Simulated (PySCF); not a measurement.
Te(OH)(NH2), SMILES N[Te]O (H3NOTe) at its CAM-B3LYP/def2-SVP optimised geometry (Å):

```
6

Te    -0.9810    -1.1239     0.0000
O     -1.4325     0.8252     0.0000
H     -1.4749     1.1239     0.9183
N      1.0208    -1.1239     0.0000
H      1.4749    -0.7858     0.8437
H      1.4633    -0.7486    -0.8345
```

Level of theory: CAM-B3LYP/def2-TZVP, def2 effective core potentials past Kr (PySCF). The core electrons that the potentials of Te replace are not part of the density. Cells within 0.4 Å of a nucleus heavier than hydrogen are left out (blank, or x).

Map of the LUMO amplitude (bohr^(-3/2)) on the plane z = 0.0 Å; orbital energy -0.12 eV, overall sign arbitrary:

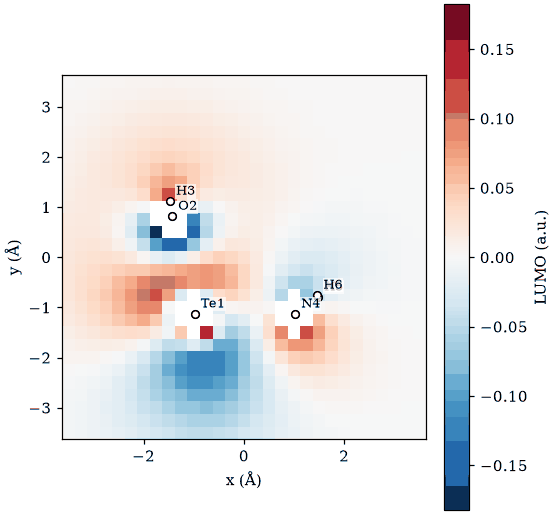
Fig. 1. LUMO amplitude (bohr^(-3/2)) on the plane z = 0.0 Å.
